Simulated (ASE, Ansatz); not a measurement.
## Convergence of a linear-scaling basis for ZrC/ZrN superlattice along [111] (378 atoms)

Wanted: errors and times of a linear-scaling basis for ZrC/ZrN superlattice along [111] (378 atoms). A setting counts as converged where the r.m.s. difference of forces stays under 1 % of the r.m.s. force.

Method: Kohn-Sham DFT, PBE, PAW (set soft_2), plane waves, in Ansatz 0.2.0.

### 1. The structure

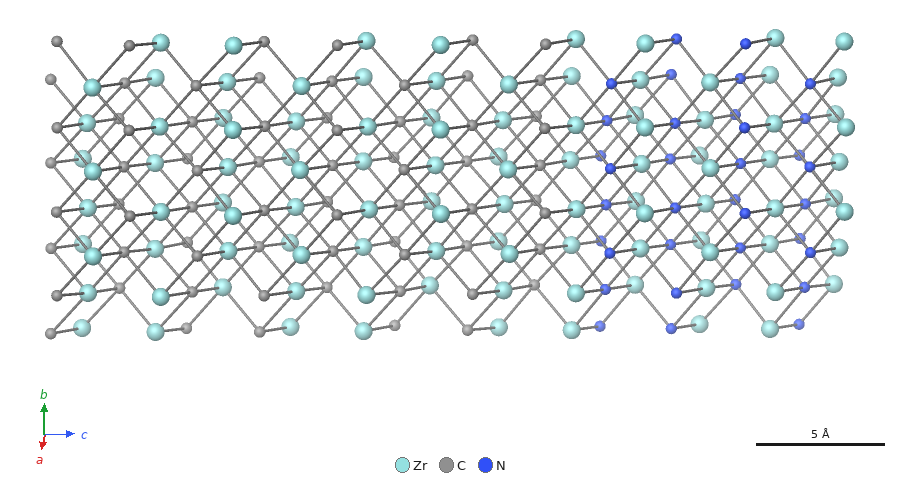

Start, viewed in part; zirconium light teal, carbon grey, nitrogen blue. Drawn is a stretch of 31 Å of the 56 Å that the cell measures along c and a slice 7 Å thick, seen along the normal of the bc plane.

The cell holds 378 atoms: 189 Zr, 108 C and 81 N. Cell: a = 9.966 Å, b = 9.966 Å, c = 55.903 Å, α = 90.0°, β = 90.0°, γ = 120.0°. It derives from ZrC and ZrN. Rock-salt lattice with in-plane constant 4.698 Å; 4 periods of ZrC and 3 of ZrN along [111], 3 x 3 in-plane cells; the two parts stretched along z by 1.0 and 0.9567; not relaxed, displaced by a Gaussian of 0.02 Å. Regions: ZrC, 216 atoms (108 Zr and 108 C); ZrN, 162 atoms (81 Zr and 81 N).

Before any run, some limits are plain. The host structure and its lattice constant were typed by rule, without a check against the phase diagram. The electron count is odd and the run has no spin polarisation.

### 2. Plane-wave single point

The first run fixes the reference, at a cutoff of 420 eV.

Contents of input.yaml:

```yaml
crystal:
  lattice:
    - [9.96596, 0.0, 0.0]
    - [-4.98298, 8.63078, 0.0]
    - [0.0, 0.0, 55.90321]
  atoms:
    - { symbol: Zr, position: [0.66663, 0.66487, 0.99997] }
    - { symbol: C, position: [0.89059, 0.77653, 0.02416] }
    - { symbol: Zr, position: [0.778, 0.8905, 0.04878] }
    - { symbol: C, position: [0.99936, 0.99935, 0.07265] }
    - { symbol: Zr, position: [0.66402, 0.33169, 0.00013] }
    - { symbol: C, position: [0.89102, 0.44656, 0.02414] }
    - { symbol: Zr, position: [0.77645, 0.55319, 0.04896] }
    - { symbol: C, position: [0.00063, 0.66825, 0.07305] }
    - { symbol: Zr, position: [0.88684, 0.77561, 0.09693] }
    - { symbol: C, position: [0.11034, 0.88599, 0.12124] }
    - { symbol: Zr, position: [0.66671, 0.00185, 0.99972] }
    - { symbol: C, position: [0.88585, 0.10484, 0.02421] }
    - { symbol: Zr, position: [0.78194, 0.22212, 0.04826] }
    - { symbol: C, position: [1.0e-05, 0.33428, 0.07289] }
    - { symbol: Zr, position: [0.88894, 0.44308, 0.09738] }
    - { symbol: C, position: [0.10523, 0.55241, 0.1212] }
    - { symbol: Zr, position: [0.88652, 0.10726, 0.09741] }
    - { symbol: C, position: [0.10887, 0.21989, 0.12134] }
    - { symbol: Zr, position: [0.33245, 0.66577, 0.00017] }
    - { symbol: C, position: [0.55513, 0.77482, 0.02394] }
    - { symbol: Zr, position: [0.44533, 0.89209, 0.04851] }
    - { symbol: C, position: [0.67056, 0.00279, 0.07267] }
    - { symbol: Zr, position: [0.33301, 0.33417, 0.00029] }
    - { symbol: C, position: [0.5533, 0.44276, 0.02447] }
    - { symbol: Zr, position: [0.44495, 0.55407, 0.04819] }
    - { symbol: C, position: [0.66859, 0.66765, 0.0726] }
    - { symbol: Zr, position: [0.55408, 0.77325, 0.09693] }
    - { symbol: C, position: [0.77559, 0.89078, 0.12113] }
    - { symbol: Zr, position: [0.33067, 0.99752, 0.00057] }
    - { symbol: C, position: [0.55315, 0.11089, 0.02385] }
    - { symbol: Zr, position: [0.44553, 0.22467, 0.04842] }
    - { symbol: C, position: [0.67072, 0.33445, 0.07312] }
    [... 340 atom lines left out ...]
    - { symbol: Zr, position: [0.10964, 0.21962, 0.90674] }
    - { symbol: "N", position: [0.33194, 0.33028, 0.93013] }
    - { symbol: Zr, position: [0.2216, 0.44854, 0.95375] }
    - { symbol: "N", position: [0.44532, 0.55539, 0.97615] }
    - { symbol: Zr, position: [0.22172, 0.11178, 0.95401] }
    - { symbol: "N", position: [0.44198, 0.22553, 0.97679] }
kpoints:
  mp_grid: { grid: [2, 2, 1] }
hamiltonian:
  xc: pbe
scf:
  occupations: { method: gaussian, width: 0.025 }
output:
  forces: true
  stress: true
  populations: true
  dos:
    method: { smearing: { sigma: 0.15 } }
    de: 0.1
    projected: { site_lists: { C: [C], "N": ["N"], Zr: [Zr] } }
  eigenvalues: true
  write_density: true
  write_potential: true
  volumetric_format: npy
```

Started as:

```sh
> ansatz run input.yaml --threads 32 --pin off --max-ram 143360MiB --backend cuda --events-out ev --progress --plain --runs-dir out
```

Numbers of over 12 decimals in the logs are rounded to 6 here.

Log:

```text
Engine: ansatz 0.2.0, aarch64-unknown-linux-gnu
Pseudopotentials: kind: paw
Pseudopotential: Zr, paw, valence charge 12, recommended cutoff 420 eV (normal), Zr.paw.azcp
Pseudopotential: C, paw, valence charge 4, recommended cutoff 420 eV (normal), C.paw.azcp
Pseudopotential: N, paw, valence charge 5, recommended cutoff 420 eV (normal), N.paw.azcp
[... 5 lines on functional and potentials left out ...]
device memory: the entry about to start is reckoned to put 164.4 GiB on a device that reports 182.5 GiB free
GPU FFT provider: cuFFT
GPU libraries: cuBLAS 13.8.1, cuFFT 12.4.0, cuSOLVER 12.3.2
GPU matrix products: emulated (plane waves: as basis.precision tells), large ones in fixed point in workspaces of 1.00 GiB
Crystal: 378 atoms, lattice volume = 4808.459 Å³
Basis set: ecut = 420 eV, 93979 PW (Γ), exchange–correlation on 144×144×750 points (8 copies of the dense FFT grid, shifted against one another)
Bands: 1931, of which v1, the nominal top of the filled ones, is band 1553 counted from 1 (1552 counted from 0)
Symmetry: 1 space group operations
Space group: P1 (ITA 1), of the structure as read, at distance tolerance 1.7e-4 Å
k-points: 4
[... 7 lines on functional and potentials left out ...]
Initial density: superposition of atomic densities (neutral atoms: chi_scale 0, normalization atom), corrected by the library's trained network
Initial wavefunctions: pseudopotential atomic-orbital guess
GPU buffer pool allocated for 1944000 grid points (all kernels)
GPU transforms: local potential and band sums: pruned to the plane-wave sphere, on 72×72×375
Functional: x = pbe(κ = 0.804, μ = 0.219515), c = pbe(β = 0.066725)
SCF iter   1: F=—  HF=-849414.087883 eV  |F-HF|=—  |Δ(HF+E_count)|=         —  Δρ=3.96e-3  dr2=9.03e1  ethr=1.77e-3  ⟨swp⟩=4.5  Hψ=27624  notcnv=0  defer=793
preconditioner: auto → Kerker (q_TF=auto, 2.536 Å⁻¹)  [metal: Δε(μ)=0.003 eV  Ē_g=7.831 eV  σ=0.025 eV  W_gap=0.07  n_scr=1274 (ndim 8)  ℏωp=21.4 eV  f_vac=0.000  D(μ)=107.94/eV (n_scr^D=676)]
SCF iter   2: F=—  HF=-849413.665967 eV  |F-HF|=—  |Δ(HF+E_count)|=   4.22e-1  Δρ=1.83e-3  dr2=5.16e1  ethr=1.77e-3  ⟨swp⟩=1.0  Hψ=8884  notcnv=0  defer=851
SCF iter   3: F=—  HF=-849413.482766 eV  |F-HF|=—  |Δ(HF+E_count)|=   1.83e-1  Δρ=1.56e-3  dr2=5.43e-1  ethr=1.66e-3  ⟨swp⟩=1.0  Hψ=6301  notcnv=0  defer=914
SCF iter   4: F=—  HF=-849413.454174 eV  |F-HF|=—  |Δ(HF+E_count)|=   2.86e-2  Δρ=5.37e-4  dr2=1.14e-1  ethr=1.75e-5  ⟨swp⟩=2.2  Hψ=11369  notcnv=0  defer=1408
SCF iter   5: F=—  HF=-849413.447893 eV  |F-HF|=—  |Δ(HF+E_count)|=   6.28e-3  Δρ=2.28e-4  dr2=2.44e-1  ethr=3.67e-6  ⟨swp⟩=2.0  Hψ=6424  notcnv=0  defer=1408
SCF iter   6: F=—  HF=-849413.446555 eV  |F-HF|=—  |Δ(HF+E_count)|=   1.34e-3  Δρ=1.07e-4  dr2=7.33e-3  ethr=3.67e-6  ⟨swp⟩=2.0  Hψ=6377  notcnv=0  defer=1408
SCF iter   7: F=—  HF=-849413.445188 eV  |F-HF|=—  |Δ(HF+E_count)|=   1.37e-3  Δρ=4.43e-5  dr2=6.05e-3  ethr=2.36e-7  ⟨swp⟩=2.0  Hψ=8517  notcnv=0  defer=1408
SCF iter   8: F=—  HF=-849413.445990 eV  |F-HF|=—  |Δ(HF+E_count)|=   8.01e-4  Δρ=1.99e-5  dr2=1.53e-3  ethr=1.95e-7  ⟨swp⟩=1.0  Hψ=6306  notcnv=0  defer=1408
SCF iter   9: F=—  HF=-849413.445136 eV  |F-HF|=—  |Δ(HF+E_count)|=   8.53e-4  Δρ=1.11e-5  dr2=4.66e-4  ethr=4.93e-8  ⟨swp⟩=1.0  Hψ=6306  notcnv=0  defer=1408
SCF iter  10: F=—  HF=-849413.449514 eV  |F-HF|=—  |Δ(HF+E_count)|=   4.38e-3  Δρ=5.46e-6  dr2=4.85e-5  ethr=1.50e-8  ⟨swp⟩=1.2  Hψ=7376  notcnv=0  defer=1418
SCF iter  11: F=—  HF=-849413.449292 eV  |F-HF|=—  |Δ(HF+E_count)|=   2.22e-4  Δρ=3.33e-6  dr2=5.43e-6  ethr=1.56e-9  ⟨swp⟩=2.0  Hψ=7392  notcnv=0  defer=1418
SCF iter  12: F=—  HF=-849413.449292 eV  |F-HF|=—  |Δ(HF+E_count)|=   1.40e-7  Δρ=1.24e-6  dr2=2.80e-7  ethr=1.75e-10  ⟨swp⟩=2.0  Hψ=7821  notcnv=0  defer=1418
SCF iter  13: F=-849413.449292 eV  HF=-849413.449292 eV  |F-HF|=6.81e-8  |Δ(HF+E_count)|=   1.33e-8  Δρ=4.06e-7  dr2=7.22e-8  ethr=3.22e-12  ⟨swp⟩=20.5  Hψ=52556  notcnv=0
SCF 1 converged in 13 iterations: F = -849413.449292 eV  dr2 = 7.22e-8
  greatest PAW one-centre occupation: 0.996 electrons in one spin orbital (limit 2), on the Zr atom at site 190 (counted from 0), in its partial waves of l = 0
SCF converged after 13 iterations
Free energy (F): -849413.449292 eV
Harris-Foulkes:  -849413.449292 eV  (|F-HF|=6.81e-8)
Internal energy: -849413.414208 eV  (E = F + TS)
E sigma→0 (E₀):  -849413.431750 eV
Entropy (-TS):   -0.035084 eV (-0.093 meV/atom)
Fermi energy:    15.813596 eV
--- Per-component energies (eV) ---
  E_band       = -8229.261756
  E_kinetic    = 83378.519154
  E_local      = -178326.172533  (includes V_loc(G=0)·N_el)
  E_nonlocal   = 21242.142722
  E_hartree    = 65916.866302
  E_xc         = -40964.048394
  E_vxc        = -49180.741217  (∫ρ·V_xc dr)
  E_paw        = -579121.636421  (= ΣΔE_a)
  E_vpaw       = -17176.692684  (= ΣTr[D̂ρ^β])
  E_aug_tail   = 0.012691  (compensation charges beyond the density's cutoff)
  E_ewald      = -221539.097729
  E_smearing   = -0.035084  (= −TS)
  E_closure    = 0.000000  (closes the sum)
  Σ components = -849413.449292   (vs F -849413.449292, Δ=0.00e0)
--- Forces (eV/Å), atoms counted from 1 ---
[... 378 lines of forces left out ...]
  max |Σ_I F_I| component: 4.68e-4 eV/Å
--- Stress (GPa, compression-positive) ---
       -2.674716       0.018657       0.010625
        0.018657      -2.674721       0.011536
        0.010625       0.011536       2.435312
  P = ⅓ Tr σ = -0.9714 GPa (-9.714 kbar)
--- Band table (eV) ---
[... left out ...]
--- Löwdin populations: 378 sites ---
  site symbol       q [e]
[... 378 lines, one an atom, left out ...]
  spilling = 0.003177 (of n_electrons = 3105.000000)
```

Elapsed: 21 s, on 1 × NVIDIA GB200 with 32 threads of Arm Neoverse V2, shared host; peak memory 15 GiB; 1.7 min of CPU time.

That memory is the host's; the program planned up to 164 GiB on the GPU. Forces of this run were stored rounded, and per-atom blocks of the log weren't kept.

Numbers from this run:

```yaml
free_energy: -849413.4493 eV
free_energy_per_atom: -2247.1255 eV/atom
scf_cycles: 13
pressure: -0.9714 GPa
r_m_s_force_component: 0.3368 eV/Å
longest_force: 1.642 eV/Å
fermi_energy: 15.81 eV
levels_partly_filled_by_over_2_per_cent: 20
spilling_of_the_projection: 0.003177
```

The r.m.s. force component of 0.34 eV/Å sets the scale for the differences below.

### 3. Support functions low

With localised support functions most steps grow linearly with size, though the diagonalisation grows faster unless the density matrix is cut; this run measures error and cost at this size. The level low gives here a grid of 48×48×270 points and a radius of 3.63 Å.

This step: Kohn-Sham DFT, PBE, PAW (set soft_2), localised support functions (low) (Ansatz 0.2.0).

input.yaml, the sections that differ from step 2:

```yaml
scf:
  occupations: { method: gaussian, width: 0.025 }
  eigensolver: { kind: { support_functions: { accuracy: low } } }
  mixing: { beta: 0.2 }
  max_iter: 150
output:
  forces: true
  eigenvalues: true
# crystal, kpoints, hamiltonian: as in step 2
```

Log:

```text
Warning: scf.eigensolver.kind.support_functions: disabling space-group detection — the functions' gradient is summed over unrotated k-points, so no spatial operation reduces the k-mesh or symmetrises the density; time reversal is kept, so that k and −k are solved as one point where they differ and the mesh holds both, and exact exchange and, on two spinor components, a DFT+U term hold to it where the run has them: [...]
settings of this run that can trade accuracy for cost: scf.eigensolver.kind.support_functions; scf.eigensolver.kind.support_functions.accuracy: low [...]
[...]
GPU FFT provider: cuFFT
GPU libraries: cuBLAS 13.8.1, cuFFT 12.4.0, cuSOLVER 12.3.2
[...]
Crystal: 378 atoms, lattice volume = 4808.459 Å³
Basis set: ecut = 420 eV, 93979 PW (Γ), exchange–correlation on 144×144×750 points (8 copies of the dense FFT grid, shifted against one another)
Bands: 1863, of which v1, the nominal top of the filled ones, is band 1553 counted from 1 (1552 counted from 0)
Symmetry: 1 space group operations
k-points: 4
[...]
GPU buffer pool allocated for 1944000 grid points (all kernels)
Eigensolver: Support functions (low, 48×48×270 points, laid for a spacing of at most 0.212739 Å, radius 3.633269 Å, 3 species' potentials softened for the grid, 3 wholly corrected for its errors in the mean over positions, 3 with the egg-box correction, energy correction by stochastic trace)
[...]
SCF iter   1: F=—  HF=-849392.721883 eV  |F-HF|=—  |Δ(HF+E_count)|=         —  Δρ=8.56e-2  dr2=8.47e3  ethr=1.00e-1
[...]
SCF iter  18: F=—  HF=-849414.104855 eV  |F-HF|=—  |Δ(HF+E_count)|=   5.64e-3  Δρ=3.44e-5  dr2=1.13e-4  ethr=3.53e-8
SCF iter  19: F=-849414.109927 eV  HF=-849414.109959 eV  |F-HF|=3.14e-5  |Δ(HF+E_count)|=   5.10e-3  Δρ=2.16e-5  dr2=4.10e-5  ethr=3.64e-9
SCF 1 converged in 19 iterations: F = -849414.250115 eV  dr2 = 4.10e-5
[...]
SCF converged after 19 iterations
Stability not checked: this state was not tested for a lower state beside it, because the mixer in use, unlike msr1, does not test its closes by its own steps (another_mixer; see scf.mixing.algorithm and scf.lower_state_search)
Free energy (F): -849414.250115 eV
[...]
Internal energy: -849414.215097 eV  (E = F + TS)
E sigma→0 (E₀):  -849414.232606 eV
Entropy (-TS):   -0.035018 eV (-0.093 meV/atom)
Fermi energy:    15.813614 eV
[...]
Σ components = -849414.250115   (vs F -849414.250115, Δ=0.00e0)
--- Forces (eV/Å), atoms counted from 1 ---
[... 378 lines of forces left out ...]
  max |Σ_I F_I| component: 8.52e-3 eV/Å
--- Band table (eV) ---
[... left out ...]
```

It took 29 s on 1 × NVIDIA GB200 with 32 threads; peak memory 2.2 GiB; 49 s of CPU time.

That memory is the host's; the program planned up to 17.4 GiB on the GPU.

The program notes that the band table was not solved further than the SCF left it and it switched symmetry off.

Keys that differ from the reference: support_functions.accuracy = "low", scf.max_iter = 150 and scf.mixing.beta = 0.2.

Forces differ from the reference by 0.47 meV/Å r.m.s., 0.14 % of their size, well within a tolerance of 1 %; the energy by -2.1 meV/atom.

### 4. Support functions medium

The level medium is asked for. Here it resolves to the same grid and radius as in the run with support functions low, so the basis is not new.

This step: Kohn-Sham DFT, PBE, PAW (set soft_2), localised support functions (medium) (Ansatz 0.2.0).

input.yaml, the sections that differ from step 3:

```yaml
scf:
  occupations: { method: gaussian, width: 0.025 }
  eigensolver: { kind: { support_functions: { accuracy: medium } } }
  mixing: { beta: 0.2 }
  max_iter: 150
# crystal, kpoints, hamiltonian, output: as in step 3
```

Log:

```text
[...]
GPU FFT provider: cuFFT
GPU libraries: cuBLAS 13.8.1, cuFFT 12.4.0, cuSOLVER 12.3.2
[...]
Crystal: 378 atoms, lattice volume = 4808.459 Å³
Basis set: ecut = 420 eV, 93979 PW (Γ), exchange–correlation on 144×144×750 points (8 copies of the dense FFT grid, shifted against one another)
Bands: 1863, of which v1, the nominal top of the filled ones, is band 1553 counted from 1 (1552 counted from 0)
Symmetry: 1 space group operations
k-points: 4
[...]
GPU buffer pool allocated for 1944000 grid points (all kernels)
Eigensolver: Support functions (medium, 48×48×270 points, laid for a spacing of at most 0.212739 Å, radius 3.633269 Å, 3 species' potentials softened for the grid, 3 wholly corrected for its errors in the mean over positions, 3 with the egg-box correction, energy correction by stochastic trace)
[...]
SCF iter   1: F=—  HF=-849392.721883 eV  |F-HF|=—  |Δ(HF+E_count)|=         —  Δρ=8.56e-2  dr2=8.47e3  ethr=1.00e-1
[...]
SCF iter  20: F=—  HF=-849414.114601 eV  |F-HF|=—  |Δ(HF+E_count)|=   4.64e-3  Δρ=1.46e-5  dr2=1.58e-5  ethr=1.32e-9
SCF iter  21: F=-849414.114597 eV  HF=-849414.114601 eV  |F-HF|=4.56e-6  |Δ(HF+E_count)|=   5.73e-7  Δρ=9.32e-6  dr2=5.98e-6  ethr=5.10e-10
SCF 1 converged in 21 iterations: F = -849414.250201 eV  dr2 = 5.98e-6
[...]
SCF converged after 21 iterations
[...]
Free energy (F): -849414.250201 eV
[...]
Internal energy: -849414.215168 eV  (E = F + TS)
E sigma→0 (E₀):  -849414.232684 eV
Entropy (-TS):   -0.035032 eV (-0.093 meV/atom)
Fermi energy:    15.813613 eV
[...]
Σ components = -849414.250201   (vs F -849414.250201, Δ=0.00e0)
--- Forces (eV/Å), atoms counted from 1 ---
[... 378 lines of forces left out ...]
  max |Σ_I F_I| component: 6.12e-3 eV/Å
--- Band table (eV) ---
[... left out ...]
```

It took 32 s on 1 × NVIDIA GB200 with 32 threads; peak memory 2.1 GiB.

That memory is the host's; the program planned up to 17.4 GiB on the GPU.

Keys that differ from the reference: support_functions.accuracy = "medium", scf.max_iter = 150 and scf.mixing.beta = 0.2.

Forces differ from the reference by 0.43 meV/Å r.m.s., 0.13 % of their size, well within a tolerance of 1 %; the energy by -2.1 meV/atom. It took 32 s and 21 cycles; the reference's time can't be set against it, since the two runs asked for unlike analyses.

### 5. Support functions medium, spacing 0.383 Å (grid laid 0.373 Å)

The grid spacing sets how fine a wave the support functions can hold. The typed value is an upper bound: the grid laid has 30×30×150 points, 0.373 Å apart at most.

input.yaml, the sections that differ from step 4:

```yaml
scf:
  occupations: { method: gaussian, width: 0.025 }
  eigensolver: { kind: { support_functions: { accuracy: medium, spacing: 0.383 } } }
  mixing: { beta: 0.2 }
  max_iter: 150
# crystal, kpoints, hamiltonian, output: as in step 4
```

Log:

```text
[...]
GPU FFT provider: cuFFT
GPU libraries: cuBLAS 13.8.1, cuFFT 12.4.0, cuSOLVER 12.3.2
[...]
Crystal: 378 atoms, lattice volume = 4808.459 Å³
Basis set: ecut = 420 eV, 93979 PW (Γ), exchange–correlation on 144×144×750 points (8 copies of the dense FFT grid, shifted against one another)
Bands: 1863, of which v1, the nominal top of the filled ones, is band 1553 counted from 1 (1552 counted from 0)
Symmetry: 1 space group operations
k-points: 4
[...]
GPU buffer pool allocated for 1944000 grid points (all kernels)
[...]
SCF iter   1: F=—  HF=-849317.068195 eV  |F-HF|=—  |Δ(HF+E_count)|=         —  Δρ=8.99e-2  dr2=8.52e3  ethr=1.00e-1
[...]
SCF iter  23: F=-849396.328429 eV  HF=-849396.328429 eV  |F-HF|=2.03e-7  |Δ(HF+E_count)|=   9.71e-8  Δρ=3.35e-6  dr2=5.35e-7  ethr=2.44e-10
SCF 1 converged in 23 iterations: F = -849396.493374 eV  dr2 = 5.35e-7
[...]
SCF converged after 23 iterations
[...]
Free energy (F): -849396.493374 eV
[...]
Internal energy: -849396.459722 eV  (E = F + TS)
E sigma→0 (E₀):  -849396.476548 eV
Entropy (-TS):   -0.033652 eV (-0.089 meV/atom)
Fermi energy:    15.827126 eV
[...]
--- Forces (eV/Å), atoms counted from 1 ---
[... 378 lines of forces left out ...]
  max |Σ_I F_I| component: 3.70e1 eV/Å
--- Band table (eV) ---
[... left out ...]
```

Wall time 31 s (1 × NVIDIA GB200 with 32 threads); peak memory 2.2 GiB.

That memory is the host's; the program planned up to 16.8 GiB on the GPU.

The program notes that the forces don't sum to zero within tolerance and the grid leaves an egg-box force.

Forces differ from the reference by 257 meV/Å r.m.s., 76 % of their size, far over a tolerance of 1 %; the energy by +45 meV/atom. It took 31 s and 23 cycles; the reference's time can't be set against it, since the two runs asked for unlike analyses. The setting is coarser than the default on purpose.

(Part 1 of 3 ends here.)

[Logs are printed without paths, hosts, clocks, repeated set-up lines and the standing remarks that a program may print on its own settings, such as how far it seeks lower states.]

[Hosts, paths, dates, database ids (printed as entryN), source tags and the programs' standing remarks are cut or masked in the printed files.]
